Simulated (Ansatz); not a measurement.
## Geometry relaxation, with input and output: CH5FOSi

System: CH5FOSi.
Method: RKS BHLYP-D4/6-31G (Ansatz 0.2.0).

It belongs to a series of runs on one base structure; here: start relaxed. Figures and captions count atoms from 1; the log counts them from 0 in places.

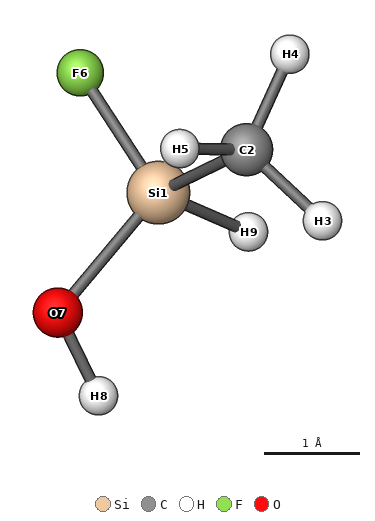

Figure 1. The input geometry (ball-and-stick view, seen at a tilt; atoms are numbered from 1 in the order of the input). Bond lengths as drawn: C–H 1.11 Å, C–Si 1.87 Å, F–Si 1.59 Å, H–O 1.01 Å, H–Si 1.46 Å and O–Si 1.68 Å.

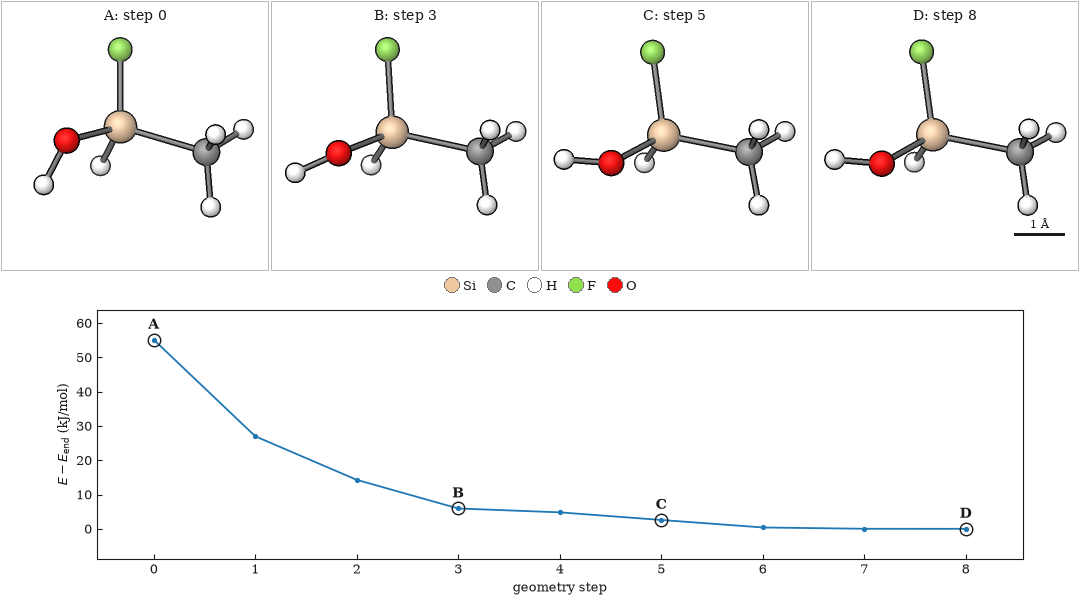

Figure 2. Frames of the relaxation (ball-and-stick view, seen at a tilt) above the curves, on which the letters mark them (the first geometry is step 0 here and step 1 in the log).

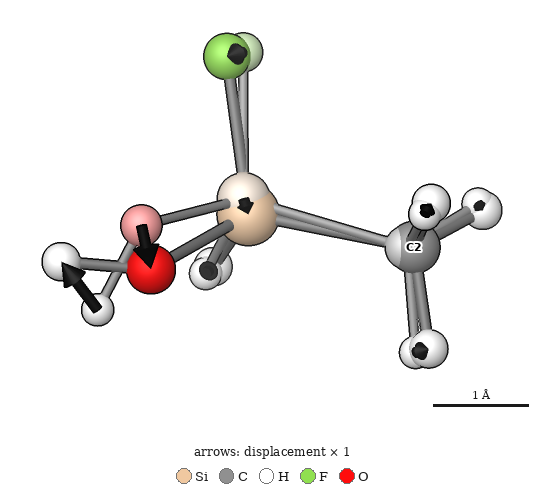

Figure 3. Start (faint) and end (solid) with the displacements as black arrows, at true length (ball-and-stick view, seen at a tilt). The two geometries are laid on each other by the best rigid fit. Over 8 geometry steps the energy falls by 55.1 kJ/mol. Largest force component: 3 eV/Å at the start, 0.0072 eV/Å at the end. H8 moves most after the best rigid fit: 0.65 Å. Largest moves by element: H 0.65 Å, O 0.48 Å, F 0.26 Å, Si 0.17 Å, C 0.07 Å. Among the contacts that change: Si1–F6 1.590 → 1.683 Å, O7–H8 1.010 → 0.954 Å, Si1–H9 1.459 → 1.487 Å, C2–H3 1.110 → 1.086 Å. Among the angles that change: Si1–O7–H8 109.5° → 130.5°, C2–Si1–H9 109.5° → 115.4°, F6–Si1–H9 109.5° → 104.9°. (Atoms are counted from 1 in the order of the input.)

These pictures come from the run below.

The input
```yaml
crystal:
  periodic: [false, false, false]
  atoms:
    - { symbol: Si, position_ang: [0.0, 0.0, 0.0] }
    - { symbol: C, position_ang: [0.0, 0.0, 1.87] }
    - { symbol: H, position_ang: [-0.9996, -0.3092, 2.2405] }
    - { symbol: H, position_ang: [0.7676, -0.7111, 2.2405] }
    - { symbol: H, position_ang: [0.232, 1.0203, 2.2405] }
    - { symbol: F, position_ang: [1.4994, 0.0, -0.5295] }
    - { symbol: O, position_ang: [-0.7913, 1.3709, -0.5594] }
    - { symbol: H, position_ang: [-1.7491, 1.1401, -0.7818] }
    - { symbol: H, position_ang: [-0.6877, -1.1914, -0.4862] }
basis:
  gaussian: { orbitals: "6-31G" }
hamiltonian:
  xc: { name: BHLYP }
  dispersion: d4
relax:
  f_tol: 0.02
  max_steps: 40
```

Command:
```bash
ansatz run input.yaml --threads 1 --pin off --max-ram 2048MiB --backend cpu --events-out ev --progress --plain --runs-dir out
```

What the program printed
```
The last accepted step is kept in [file] (removed where the run ends without a failure and the disk answers)
Engine: ansatz 0.2.0, aarch64-unknown-linux-gnu
Functional definition: BHLYP
  parameter a = 0.5
  exchange = (1 - a)*b88_x + a*exact_x
  correlation = lyp_c
641 factors; integrals over basis functions are off by at most 1.8e-4 eV
mean field evaluation 1: about -13750.7434 eV, gradient 5.4e1 eV
mean field evaluation 2: about -13750.2745 eV, gradient 5.8e1 eV
mean field evaluation 4: about -13756.2637 eV, gradient 1.5e0 eV
mean field evaluation 8: about -13756.3415 eV, gradient 1.3e-2 eV
mean field -13756.34151517 eV, -505.5362262992 hartree, gradient 5.5e-5 eV, S^2 0.000000; 0 other end points of the search recorded, 0 dependent functions left out
the calculation of the forces begins
reference -13756.34165732 eV, -505.5362315233 hartree; 21, 21 occupied and 29, 29 virtual orbitals, 641 factors
relax step   1: F+E_penalty+E_count = -13756.51363011 eV  Δ(F+E_penalty+E_count) = +0.000e0 eV  max|allowed force component| = 2.971e0 eV/Å  Δτ_max = 0.0000 Å  (24 SCF iters, accepted)
these checks for a lower state are left out or cut short: starts, cluster_reference, orbital_swaps, neighbouring_geometries, increment
641 factors; integrals over basis functions are off by at most 1.8e-4 eV
mean field evaluation 16: about -13756.5640 eV, gradient 8.5e-2 eV
mean field -13756.63405294 eV, -505.5469768642 hartree, gradient 2.2e-5 eV, S^2 0.000000; 0 other end points of the search recorded, 0 dependent functions left out
the calculation of the forces begins
reference -13756.63419540 eV, -505.5469820994 hartree; 21, 21 occupied and 29, 29 virtual orbitals, 641 factors
relax step   2: F+E_penalty+E_count = -13756.80530561 eV  Δ(F+E_penalty+E_count) = -2.917e-1 eV  max|allowed force component| = 1.572e0 eV/Å  Δτ_max = 0.1274 Å  (30 SCF iters, accepted)
these checks for a lower state are left out or cut short: starts, cluster_reference, orbital_swaps, neighbouring_geometries, increment
641 factors; integrals over basis functions are off by at most 1.8e-4 eV
mean field -13756.76596979 eV, -505.5518247189 hartree, gradient 2.4e-5 eV, S^2 0.000000; 0 other end points of the search recorded, 0 dependent functions left out
the calculation of the forces begins
reference -13756.76611186 eV, -505.5518299400 hartree; 21, 21 occupied and 29, 29 virtual orbitals, 641 factors
relax step   3: F+E_penalty+E_count = -13756.93699299 eV  Δ(F+E_penalty+E_count) = -1.317e-1 eV  max|allowed force component| = 5.824e-1 eV/Å  Δτ_max = 0.1272 Å  (30 SCF iters, accepted)
these checks for a lower state are left out or cut short: starts, cluster_reference, orbital_swaps, neighbouring_geometries, increment
641 factors; integrals over basis functions are off by at most 1.7e-4 eV
mean field evaluation 32: about -13756.8525 eV, gradient 1.6e-3 eV
mean field -13756.85252593 eV, -505.5550055983 hartree, gradient 1.3e-5 eV, S^2 0.000000; 0 other end points of the search recorded, 0 dependent functions left out
the calculation of the forces begins
reference -13756.85266717 eV, -505.5550107888 hartree; 21, 21 occupied and 29, 29 virtual orbitals, 641 factors
relax step   4: F+E_penalty+E_count = -13757.02353928 eV  Δ(F+E_penalty+E_count) = -8.655e-2 eV  max|allowed force component| = 2.661e-1 eV/Å  Δτ_max = 0.1999 Å  (27 SCF iters, accepted)
these checks for a lower state are left out or cut short: starts, cluster_reference, orbital_swaps, neighbouring_geometries, increment
641 factors; integrals over basis functions are off by at most 1.8e-4 eV
mean field -13756.86336673 eV, -505.5554039904 hartree, gradient 1.5e-5 eV, S^2 0.000000; 0 other end points of the search recorded, 0 dependent functions left out
the calculation of the forces begins
reference -13756.86350844 eV, -505.5554091982 hartree; 21, 21 occupied and 29, 29 virtual orbitals, 641 factors
relax step   5: F+E_penalty+E_count = -13757.03520934 eV  Δ(F+E_penalty+E_count) = -1.167e-2 eV  max|allowed force component| = 5.047e-1 eV/Å  Δτ_max = 0.1999 Å  (27 SCF iters, accepted)
these checks for a lower state are left out or cut short: starts, cluster_reference, orbital_swaps, neighbouring_geometries, increment
641 factors; integrals over basis functions are off by at most 1.8e-4 eV
mean field -13756.88664964 eV, -505.5562596217 hartree, gradient 1.9e-5 eV, S^2 0.000000; 0 other end points of the search recorded, 0 dependent functions left out
the calculation of the forces begins
reference -13756.88679068 eV, -505.5562648049 hartree; 21, 21 occupied and 29, 29 virtual orbitals, 641 factors
relax step   6: F+E_penalty+E_count = -13757.05823293 eV  Δ(F+E_penalty+E_count) = -2.302e-2 eV  max|allowed force component| = 1.230e0 eV/Å  Δτ_max = 0.1035 Å  (27 SCF iters, accepted)
these checks for a lower state are left out or cut short: starts, cluster_reference, orbital_swaps, neighbouring_geometries, increment
641 factors; integrals over basis functions are off by at most 1.8e-4 eV
mean field -13756.90952450 eV, -505.5571002571 hartree, gradient 8.4e-6 eV, S^2 0.000000; 0 other end points of the search recorded, 0 dependent functions left out
the calculation of the forces begins
reference -13756.90966611 eV, -505.5571054612 hartree; 21, 21 occupied and 29, 29 virtual orbitals, 641 factors
relax step   7: F+E_penalty+E_count = -13757.08090890 eV  Δ(F+E_penalty+E_count) = -2.268e-2 eV  max|allowed force component| = 4.275e-1 eV/Å  Δτ_max = 0.0329 Å  (28 SCF iters, accepted)
these checks for a lower state are left out or cut short: starts, cluster_reference, orbital_swaps, neighbouring_geometries, increment
641 factors; integrals over basis functions are off by at most 1.8e-4 eV
mean field -13756.91354964 eV, -505.5572481782 hartree, gradient 8.1e-6 eV, S^2 0.000000; 0 other end points of the search recorded, 0 dependent functions left out
the calculation of the forces begins
reference -13756.91369088 eV, -505.5572533688 hartree; 21, 21 occupied and 29, 29 virtual orbitals, 641 factors
relax step   8: F+E_penalty+E_count = -13757.08487769 eV  Δ(F+E_penalty+E_count) = -3.969e-3 eV  max|allowed force component| = 2.507e-2 eV/Å  Δτ_max = 0.0377 Å  (27 SCF iters, accepted)
these checks for a lower state are left out or cut short: starts, cluster_reference, orbital_swaps, neighbouring_geometries, increment
641 factors; integrals over basis functions are off by at most 1.8e-4 eV
mean field evaluation 64: about -13756.9172 eV, gradient 4.7e-1 eV
mean field -13756.91372593 eV, -505.5572546569 hartree, gradient 9.9e-6 eV, S^2 0.000000; 0 other end points of the search recorded, 0 dependent functions left out
the calculation of the forces begins
reference -13756.91386713 eV, -505.5572598457 hartree; 21, 21 occupied and 29, 29 virtual orbitals, 641 factors
relax step   9: F+E_penalty+E_count = -13757.08503918 eV  Δ(F+E_penalty+E_count) = -1.615e-4 eV  max|allowed force component| = 7.176e-3 eV/Å  Δτ_max = 0.0090 Å  (22 SCF iters, accepted)
641 factors; integrals over basis functions are off by at most 1.8e-4 eV
mean field -13756.91372593 eV, -505.5572546569 hartree, gradient 9.9e-6 eV, S^2 0.000000; 1 other end points of the search recorded, 0 dependent functions left out
the calculation of the forces begins
reference -13756.91386713 eV, -505.5572598457 hartree; 21, 21 occupied and 29, 29 virtual orbitals, 641 factors
Total energy: -13757.08518038 eV, -505.5635554916 hartree
Atom 0 at    -0.132697    -0.085158     0.077326 Å, force    -0.003783    -0.004690     0.005580 eV/Å
Atom 1 at     0.032671    -0.027560     1.932243 Å, force    -0.000928     0.000701    -0.001422 eV/Å
Atom 2 at    -0.931488    -0.202516     2.399876 Å, force     0.000419     0.001029    -0.001354 eV/Å
Atom 3 at     0.733790    -0.775215     2.289570 Å, force    -0.000608    -0.000724     0.001703 eV/Å
Atom 4 at     0.384557     0.951632     2.240952 Å, force     0.000602     0.002098     0.001341 eV/Å
Atom 5 at     1.367911     0.202698    -0.629247 Å, force     0.007176    -0.000001    -0.004478 eV/Å
Atom 6 at    -1.180600     1.159160    -0.364545 Å, force    -0.002816    -0.000161     0.000581 eV/Å
Atom 7 at    -1.426116     1.485146    -1.227048 Å, force    -0.000607     0.001536     0.000804 eV/Å
Atom 8 at    -0.576728    -1.388587    -0.484526 Å, force     0.000545     0.000211    -0.002755 eV/Å
Dipole moment:    -0.325703    -0.191179     0.067352 e Å
```

Trajectory as extended XYZ (Å, eV, eV/Å), 9 frames, from step=1 to step=9
```
9
Properties=species:S:1:pos:R:3:forces:R:3 step=1 energy=-13756.51363
Si    0.0000    0.0000    0.0000   -1.9407  -0.5056   2.1974
C     0.0000    0.0000    1.8700    0.2405   0.0380   0.4820
H    -0.9996   -0.3092    2.2405    0.7692   0.2546  -0.1366
H     0.7676   -0.7111    2.2405   -0.6260   0.5428  -0.0599
H     0.2320    1.0203    2.2405   -0.1715  -0.8237  -0.1112
F     1.4994    0.0000   -0.5295    2.9706   0.0542  -1.1811
O    -0.7913    1.3709   -0.5594   -2.7898  -0.2736  -0.8523
H    -1.7491    1.1401   -0.7818    1.7721   1.2086   0.0971
H    -0.6877   -1.1914   -0.4862   -0.2244  -0.4953  -0.4354
9
Properties=species:S:1:pos:R:3:forces:R:3 step=2 energy=-13756.80531
Si   -0.0262   -0.0093    0.0219   -1.2193  -0.2000   1.0227
C     0.0197   -0.0073    1.8962    0.0359  -0.0060   0.2246
H    -0.9555   -0.2933    2.2967    0.1507   0.0748  -0.0838
H     0.7587   -0.7119    2.2838   -0.1280   0.1203  -0.1335
H     0.2636    0.9836    2.2834   -0.0240  -0.1653  -0.1253
F     1.4999    0.0232   -0.5397    1.5724   0.0914  -0.6390
O    -0.8431    1.3591   -0.5726   -1.3902  -0.4659  -0.3208
H    -1.7560    1.1898   -0.8989    1.0189   0.6732   0.1097
H    -0.6899   -1.2144   -0.5363   -0.0163  -0.1224  -0.0546
9
Properties=species:S:1:pos:R:3:forces:R:3 step=3 energy=-13756.93699
Si   -0.0549   -0.0297    0.0507   -0.1922   0.2527  -0.0895
C     0.0219   -0.0185    1.9180    0.0030   0.0418  -0.1274
H    -0.9493   -0.2688    2.3363    0.0303   0.0139   0.0127
H     0.7524   -0.7369    2.2727    0.0150  -0.0275   0.0630
H     0.3046    0.9679    2.2706    0.0161   0.0033   0.0344
F     1.5090    0.0752   -0.5438    0.0100  -0.0304  -0.0264
O    -0.9002    1.3406   -0.5338   -0.3821  -0.5824   0.0764
H    -1.7363    1.2503   -1.0090    0.4197   0.2792   0.0290
H    -0.6759   -1.2606   -0.5272    0.0801   0.0494   0.0278
9
Properties=species:S:1:pos:R:3:forces:R:3 step=4 energy=-13757.02354
Si   -0.0921   -0.0343    0.0634   -0.0101   0.0264   0.1142
C     0.0389   -0.0297    1.9273   -0.0494   0.0982   0.0190
H    -0.9295   -0.2441    2.3696   -0.0092   0.0109   0.0143
H     0.7504   -0.7703    2.2851   -0.0294   0.0418  -0.1043
H     0.3590    0.9482    2.2771    0.0028  -0.0338  -0.0163
F     1.4631    0.1320   -0.5466    0.0127  -0.0323  -0.1057
O    -1.0133    1.2850   -0.4583   -0.2326  -0.1532   0.0262
H    -1.6496    1.3204   -1.1750    0.2661   0.0711   0.0943
H    -0.6556   -1.2876   -0.5080    0.0492  -0.0291  -0.0415
9
Properties=species:S:1:pos:R:3:forces:R:3 step=5 energy=-13757.03521
Si   -0.1334   -0.0755    0.0859    0.0802   0.2461   0.0446
C     0.0200    0.0000    1.9351   -0.0652  -0.3875  -0.1936
H    -0.9295   -0.2050    2.4190    0.0337  -0.0479  -0.0050
H     0.7352   -0.7672    2.1929    0.1411  -0.0971   0.5047
H     0.3773    0.9602    2.2810    0.0739   0.0916  -0.1162
F     1.3924    0.1696   -0.5814    0.0209  -0.0414  -0.0287
O    -1.1264    1.2114   -0.3504   -0.0911  -0.0853  -0.0082
H    -1.4647    1.3808   -1.2211   -0.1915   0.2675  -0.3296
H    -0.5996   -1.3546   -0.5264   -0.0020   0.0540   0.1320
9
Properties=species:S:1:pos:R:3:forces:R:3 step=6 energy=-13757.05823
Si   -0.1361   -0.0704    0.1017   -0.2007  -0.2106  -1.1740
C     0.0276   -0.0290    1.9129    0.2077   0.1116   1.2303
H    -0.9191   -0.2259    2.4153    0.0734   0.0207  -0.1568
H     0.7502   -0.7669    2.2657   -0.1115   0.1021  -0.0995
H     0.3717    0.9514    2.2448   -0.0529  -0.1308  -0.0736
F     1.3678    0.1872   -0.6122    0.0054   0.0505   0.0658
O    -1.1749    1.1698   -0.3753    0.0334   0.0234   0.1068
H    -1.4262    1.4740   -1.2442    0.0274  -0.0239   0.0194
H    -0.5898   -1.3708   -0.4741    0.0177   0.0571   0.0816
9
Properties=species:S:1:pos:R:3:forces:R:3 step=7 energy=-13757.08091
Si   -0.1343   -0.0739    0.0805    0.0775  -0.0508  -0.0466
C     0.0328   -0.0263    1.9298   -0.0155  -0.0322   0.0984
H    -0.9248   -0.2146    2.4050   -0.0093  -0.0025  -0.0077
H     0.7425   -0.7721    2.2724    0.0141  -0.0134   0.0288
H     0.3797    0.9502    2.2491    0.0153   0.0377  -0.0060
F     1.3802    0.1904   -0.6085   -0.0431  -0.0044  -0.0172
O    -1.1623    1.1871   -0.3625   -0.1561   0.1013  -0.4275
H    -1.4484    1.4498   -1.2431    0.1128  -0.0641   0.3786
H    -0.5942   -1.3710   -0.4880    0.0043   0.0285  -0.0007
9
Properties=species:S:1:pos:R:3:forces:R:3 step=8 energy=-13757.08488
Si   -0.1328   -0.0835    0.0773   -0.0199  -0.0051   0.0116
C     0.0319   -0.0278    1.9319    0.0251   0.0055   0.0092
H    -0.9295   -0.2076    2.4022   -0.0187  -0.0035  -0.0038
H     0.7373   -0.7727    2.2866   -0.0001  -0.0050   0.0033
H     0.3808    0.9518    2.2427    0.0005   0.0063  -0.0036
F     1.3693    0.2002   -0.6269    0.0177  -0.0049  -0.0109
O    -1.1747    1.1659   -0.3655   -0.0095  -0.0135  -0.0024
H    -1.4297    1.4797   -1.2298    0.0009   0.0079   0.0013
H    -0.5813   -1.3864   -0.4839    0.0041   0.0123  -0.0046
9
Properties=species:S:1:pos:R:3:forces:R:3 step=9 energy=-13757.08504
Si   -0.1327   -0.0852    0.0773   -0.0038  -0.0047   0.0056
C     0.0327   -0.0276    1.9322   -0.0009   0.0007  -0.0014
H    -0.9315   -0.2025    2.3999    0.0004   0.0010  -0.0014
H     0.7338   -0.7752    2.2896   -0.0006  -0.0007   0.0017
H     0.3846    0.9516    2.2410    0.0006   0.0021   0.0013
F     1.3679    0.2027   -0.6292    0.0072   0.0000  -0.0045
O    -1.1806    1.1592   -0.3645   -0.0028  -0.0002   0.0006
H    -1.4261    1.4851   -1.2270   -0.0006   0.0015   0.0008
H    -0.5767   -1.3886   -0.4845    0.0005   0.0002  -0.0028
```

Results in brief

| quantity | value |
| --- | --- |
| outcome | converged |
| total energy | −13757.0852 eV |
| mean-field energy | −13756.9139 eV |
| largest force (length of the vector) at the end | 0.008 eV/Å |
| hardware | 1 thread of Arm Neoverse V1, 24 GiB of memory available, shared host |
| wall time | 26 s |
| peak memory | 0.15 GiB |
